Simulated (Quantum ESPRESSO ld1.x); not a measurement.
# Atomic calculation, with input and output: Nd

- system: the neutral neodymium atom in the configuration [Xe] 4f4 6s2 (4f5/2: 4).
- method: Dirac Kohn-Sham, PBE, spin-unpolarised, spherical densities, point nucleus (Quantum ESPRESSO ld1.x 7.5)

## Input file
```
 &input
    zed=60.0,
    iswitch=1,
    rel=2,
    dft='PBE',
    config='[Xe] 4f4 6s2',
    rel_dist='energy',
    verbosity='high',
    lsmall=.true.,
    prefix='ld1',
    max_out_wfc=37,
    file_charge='ld1.rho',
 /
```

## Output
```
     Program LD1 v.7.5 starts

 state nlj           4           3   2.5000000000000000       not converged
 state nlj           4           3   3.5000000000000000       not converged
     --------------------------- All-electron run ----------------------------

     dirac relativistic calculation

     atomic number is 60.00
     dft =PBE   lsd =0 sic =0 latt =0  beta=0.20 tr2=1.0E-14
     Exchange-correlation= PBE
                           (   1   4   3   4   0   0   0)
     mesh =2089 r(mesh) = 100.44953 a.u. xmin = -8.00 dx = 0.00800
     1 Ry =  13.60569312 eV, c = 137.03599908

     n l j   nl                  e(Ry)          e(Ha)          e(eV)
     Spin orbit split results
     1 0 0.5 1S 1( 2.00)   -3187.124171594   -1593.562085797 -43363.0334236
     2 0 0.5 2S 1( 2.00)    -515.241216783    -257.620608391  -7010.2138799
     2 1 0.5 2P 1( 2.00)    -487.416071557    -243.708035778  -6631.6334928
     2 1 1.5 2P 1( 4.00)    -449.190666403    -224.595333201  -6111.5503608
     3 0 0.5 3S 1( 2.00)    -111.764016658     -55.882008329  -1520.6269128
     3 1 0.5 3P 1( 2.00)     -99.889132897     -49.944566449  -1359.0608885
     3 1 1.5 3P 1( 4.00)     -92.258258952     -46.129129476  -1255.2375594
     4 0 0.5 4S 1( 2.00)     -22.214393857     -11.107196929   -302.2422257
     4 1 0.5 4P 1( 2.00)     -17.734269920      -8.867134960   -241.2870343
     4 1 1.5 4P 1( 4.00)     -16.080534430      -8.040267215   -218.7868167
     3 2 1.5 3D 1( 4.00)     -71.594187565     -35.797093783   -974.0885454
     3 2 2.5 3D 1( 6.00)     -69.944813355     -34.972406678   -951.6476661
     5 0 0.5 5S 1( 2.00)      -2.964985392      -1.482492696    -40.3406814
     5 1 0.5 5P 1( 2.00)      -1.774426705      -0.887213353    -24.1423052
     5 1 1.5 5P 1( 4.00)      -1.552907488      -0.776453744    -21.1283827
     4 2 1.5 4D 1( 4.00)      -8.722371423      -4.361185711   -118.6739089
     4 2 2.5 4D 1( 6.00)      -8.430296669      -4.215148335   -114.7000294
     4 3 2.5 4F 1( 4.00)      -0.135178100      -0.067589050     -1.8391917
     4 3 3.5 4F 1( 0.00)      -0.105783247      -0.052891623     -1.4392544
     6 0 0.5 6S 1( 2.00)      -0.257013171      -0.128506586     -3.4968423
     Averaged results
     1 0     1S 1( 2.00)   -3187.124171594   -1593.562085797 -43363.0334236
     2 0     2S 1( 2.00)    -515.241216783    -257.620608391  -7010.2138799
     2 1     2P 1( 6.00)    -461.932468121    -230.966234060  -6284.9114048
     3 0     3S 1( 2.00)    -111.764016658     -55.882008329  -1520.6269128
     3 1     3P 1( 6.00)     -94.801883600     -47.400941800  -1289.8453357
     4 0     4S 1( 2.00)     -22.214393857     -11.107196929   -302.2422257
     4 1     4P 1( 6.00)     -16.631779593      -8.315889797   -226.2868892
     3 2     3D 1(10.00)     -70.604563039     -35.302281520   -960.6240178
     5 0     5S 1( 2.00)      -2.964985392      -1.482492696    -40.3406814
     5 1     5P 1( 6.00)      -1.626747227      -0.813373614    -22.1330236
     4 2     4D 1(10.00)      -8.547126571      -4.273563285   -116.2895812
     4 3     4F 1( 4.00)      -0.118381041      -0.059190520     -1.6106561
     6 0     6S 1( 2.00)      -0.257013171      -0.128506586     -3.4968423

     final scf error:  3.1E-15 reached in  34 iterations

     Etot =  -19259.821286 Ry,   -9629.910643 Ha, -262043.218021 eV

     Ekin =   20772.602872 Ry,   10386.301436 Ha,  282625.660037 eV
     Encl =  -47061.593045 Ry,  -23530.796523 Ha, -640305.592853 eV
     Eh   =    7475.408897 Ry,    3737.704449 Ha,  101708.119426 eV
     Exc  =    -446.240010 Ry,    -223.120005 Ha,   -6071.404631 eV

     normalization and overlap integrals

     s(1S/1S) =  1.000000  <r> =   0.0236  <r2> =    0.0008  r(max) =   0.0151
     LC norm =  0.95045643 + SC norm =  0.04954357 =  1.00000000
     s(1S/2S) = -0.000000
     s(1S/3S) = -0.000000
     s(1S/4S) =  0.000000
     s(1S/5S) =  0.000000
     s(1S/6S) =  0.000000
     s(2S/2S) =  1.000000  <r> =   0.1005  <r2> =    0.0120  r(max) =   0.0852
     LC norm =  0.98917982 + SC norm =  0.01082018 =  1.00000000
     s(2S/3S) =  0.000000
     s(2S/4S) =  0.000000
     s(2S/5S) =  0.000000
     s(2S/6S) =  0.000000
     s(2P/2P) =  1.000000  <r> =   0.0842  <r2> =    0.0088  r(max) =   0.0655
     LC norm =  0.98913858 + SC norm =  0.01086142 =  1.00000000
     s(2P/3P) =  0.000000
     s(2P/4P) =  0.000000
     s(2P/5P) =  0.000000
     s(2P/2P) =  1.000000  <r> =   0.0906  <r2> =    0.0100  r(max) =   0.0703
     LC norm =  0.98983648 + SC norm =  0.01016352 =  1.00000000
     s(2P/3P) =  0.000000
     s(2P/4P) =  0.000000
     s(2P/5P) =  0.000000
     s(3S/3S) =  1.000000  <r> =   0.2659  <r2> =    0.0809  r(max) =   0.2431
     LC norm =  0.99664471 + SC norm =  0.00335529 =  1.00000000
     s(3S/4S) =  0.000000
     s(3S/5S) =  0.000000
     s(3S/6S) =  0.000000
     s(3P/3P) =  1.000000  <r> =   0.2556  <r2> =    0.0760  r(max) =   0.2317
     LC norm =  0.99670425 + SC norm =  0.00329575 =  1.00000000
     s(3P/4P) =  0.000000
     s(3P/5P) =  0.000000
     s(3P/3P) =  1.000000  <r> =   0.2681  <r2> =    0.0833  r(max) =   0.2431
     LC norm =  0.99689734 + SC norm =  0.00310266 =  1.00000000
     s(3P/4P) =  0.000000
     s(3P/5P) =  0.000000
     s(4S/4S) =  1.000000  <r> =   0.6073  <r2> =    0.4164  r(max) =   0.5676
     LC norm =  0.99895656 + SC norm =  0.00104344 =  1.00000000
     s(4S/5S) =  0.000000
     s(4S/6S) =  0.000000
     s(4P/4P) =  1.000000  <r> =   0.6238  <r2> =    0.4429  r(max) =   0.5722
     LC norm =  0.99902685 + SC norm =  0.00097315 =  1.00000000
     s(4P/5P) =  0.000000
     s(4P/4P) =  1.000000  <r> =   0.6520  <r2> =    0.4836  r(max) =   0.6003
     LC norm =  0.99909212 + SC norm =  0.00090788 =  1.00000000
     s(4P/5P) =  0.000000
     s(3D/3D) =  1.000000  <r> =   0.2394  <r2> =    0.0676  r(max) =   0.1943
     LC norm =  0.99701822 + SC norm =  0.00298178 =  1.00000000
     s(3D/4D) = -0.000000
     s(3D/3D) =  1.000000  <r> =   0.2433  <r2> =    0.0697  r(max) =   0.1974
     LC norm =  0.99707429 + SC norm =  0.00292571 =  1.00000000
     s(3D/4D) = -0.000000
     s(5S/5S) =  1.000000  <r> =   1.4745  <r2> =    2.4463  r(max) =   1.3253
     LC norm =  0.99978037 + SC norm =  0.00021963 =  1.00000000
     s(5S/6S) =  0.000000
     s(5P/5P) =  1.000000  <r> =   1.6676  <r2> =    3.1608  r(max) =   1.4472
     LC norm =  0.99982830 + SC norm =  0.00017170 =  1.00000000
     s(5P/5P) =  1.000000  <r> =   1.7601  <r2> =    3.5251  r(max) =   1.5184
     LC norm =  0.99984506 + SC norm =  0.00015494 =  1.00000000
     s(4D/4D) =  1.000000  <r> =   0.7015  <r2> =    0.5714  r(max) =   0.6149
     LC norm =  0.99924545 + SC norm =  0.00075455 =  1.00000000
     s(4D/4D) =  1.000000  <r> =   0.7116  <r2> =    0.5879  r(max) =   0.6248
     LC norm =  0.99926296 + SC norm =  0.00073704 =  1.00000000
     s(4F/4F) =  1.000000  <r> =   1.1236  <r2> =    1.8226  r(max) =   0.6608
     LC norm =  0.99963213 + SC norm =  0.00036787 =  1.00000000
     s(4F/4F) =  1.000000  <r> =   1.1506  <r2> =    1.9438  r(max) =   0.6661
     LC norm =  0.99964053 + SC norm =  0.00035947 =  1.00000000
     s(6S/6S) =  1.000000  <r> =   4.4409  <r2> =   22.3838  r(max) =   3.8101
     LC norm =  0.99997674 + SC norm =  0.00002326 =  1.00000000

     LC charge = 59.74367595 + SC charge =  0.25632405 = 60.00000000

     ------------------------ End of All-electron run ------------------------
```

## Orbitals

```
orbital  occupation  energy (eV)  ⟨r⟩ (bohr)  outer maximum (bohr)
     1s           2     −43363.0     0.02363                0.0151
     2s           2      −7010.2      0.1005                0.0852
  2p1/2           2      −6631.6     0.08422                0.0655
  2p3/2           4      −6111.6     0.09063                0.0703
     3s           2      −1520.6      0.2659                 0.243
  3p1/2           2      −1359.1      0.2556                 0.232
  3p3/2           4      −1255.2      0.2681                 0.243
  3d3/2           4     −974.089      0.2394                 0.194
  3d5/2           6     −951.648      0.2433                 0.197
     4s           2     −302.242      0.6073                 0.568
  4p1/2           2     −241.287      0.6238                 0.572
  4p3/2           4     −218.787      0.6520                 0.600
  4d3/2           4     −118.674      0.7015                 0.615
  4d5/2           6     −114.700      0.7116                 0.625
     5s           2      −40.341       1.474                  1.33
  5p1/2           2      −24.142       1.668                  1.45
  5p3/2           4      −21.128       1.760                  1.52
     6s           2       −3.497       4.441                  3.81
  4f5/2           4       −1.839       1.124                 0.661
  4f7/2           0       −1.439       1.151                 0.666
```

## Slater integrals of the outer shells (hartree)

| integral | value |
| --- | --- |
| F0(4f5/2,4f5/2) | 0.8583 |
| F2(4f5/2,4f5/2) | 0.3875 |
| F4(4f5/2,4f5/2) | 0.2395 |
| F6(4f5/2,4f5/2) | 0.1713 |
| F0(4f5/2,6s1/2) | 0.2632 |
| G3(4f5/2,6s1/2) | 0.0118 |
| F0(4f5/2,5p3/2) | 0.5948 |
| F2(4f5/2,5p3/2) | 0.2181 |
| G2(4f5/2,5p3/2) | 0.1314 |
| G4(4f5/2,5p3/2) | 0.0973 |
| F0(4f5/2,5p1/2) | 0.6197 |
| F2(4f5/2,5p1/2) | 0.2348 |
| G2(4f5/2,5p1/2) | 0.1463 |
| G4(4f5/2,5p1/2) | 0.1078 |

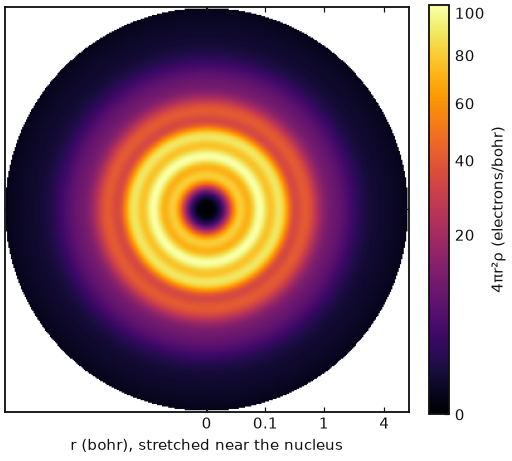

**Figure 1.** The radial density 4πr²ρ as a disc about the nucleus, with the radius drawn as r to the power 0.3. There are 4 maxima, at r = 0.0165, 0.0726, 0.204 and 0.568 bohr, parted by minima at 0.0319, 0.134 and 0.412 bohr, inside which lie 2.0, 11.2 and 29.1 electrons. The configuration has 6 principal shells, so not every shell has a maximum of its own.

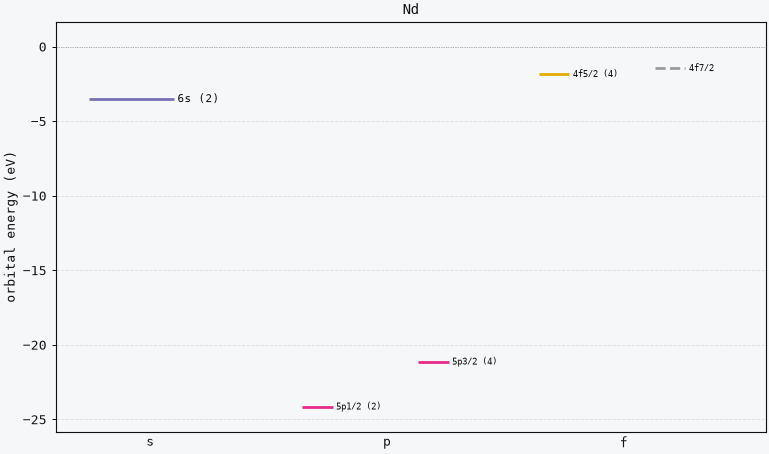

**Figure 2.** The outer levels are drawn by angular momentum (occupations in brackets, the lower j at the left of each column, empty levels dashed). The highest occupied level is 4f5/2 at −1.84 eV. From the top down the occupied levels run 4f5/2 (−1.84 eV), 6s (−3.50 eV), 5p3/2 (−21.1 eV), 5p1/2 (−24.1 eV). The lowest empty level drawn is 4f7/2 at −1.44 eV. Spin-orbit splittings: 4f 0.400 eV, 5p 3.01 eV.

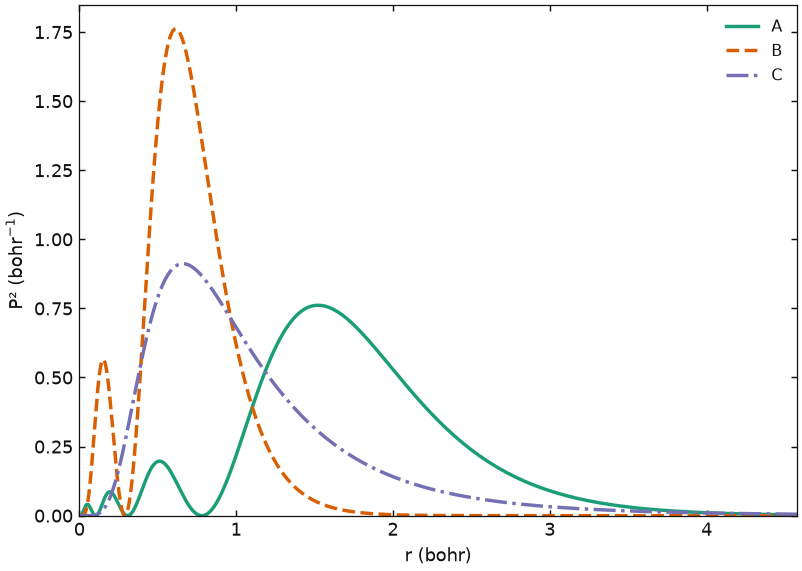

**Figure 3.** The radial probability densities P² (large components) of 4f5/2, 5p3/2 and 4d3/2. A is 5p3/2; B is 4d3/2; C is 4f5/2. 4d3/2: outer maximum at 0.615 bohr, ⟨r⟩ = 0.701 bohr, 1 node, eigenvalue −118.7 eV; 4f5/2: outer maximum at 0.661 bohr, ⟨r⟩ = 1.12 bohr, 0 nodes, eigenvalue −1.84 eV; 5p3/2: outer maximum at 1.52 bohr, ⟨r⟩ = 1.76 bohr, 3 nodes, eigenvalue −21.1 eV.

## Key numbers

- outcome: converged
- total energy: −9629.9106 hartree
- kinetic energy: 10386.3014 hartree
- electron–nucleus energy: −23530.7965 hartree
- Hartree energy: 3737.7044 hartree
- exchange–correlation energy: −223.120005 hartree
- radius at density 0.001 e/bohr³: 5.36 bohr
- SCF iterations: 34
- hardware: 1 CPU thread, shared host
- wall time: 1.2 s
